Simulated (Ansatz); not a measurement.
```tsv
atom	x (Å)	y (Å)	z (Å)
Si	-0.1721	0.1130	0.0543
C	0.1950	-0.0271	1.9022
H	-0.7189	-0.2409	2.4691
H	0.9117	-0.8330	2.1003
H	0.6212	0.9073	2.2863
H	1.0814	0.4300	-0.6948
H	-1.1272	1.2347	-0.1953
Si	-1.0869	-1.8662	-0.7959
H	-2.3612	-2.2050	-0.0950
H	-1.3793	-1.7520	-2.2546
H	-0.1461	-3.0093	-0.6018
```

Computed with RKS r2SCAN-D4/6-31G* in Ansatz.

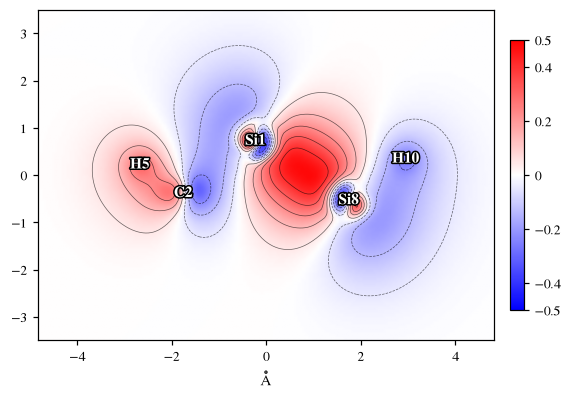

CH$_{8}$Si$_{2}$. The HOMO on the plane of atoms Si1, C2 and H5 (values in Å⁻³ᐟ²; the overall sign is arbitrary).

Question: What is the character of this orbital?

Answer: Its weight (Hirshfeld) is mainly on Si8 (about 35 %), Si1 (about 35 %) and C2 (about 5 %). Its energy is −7.14 eV.
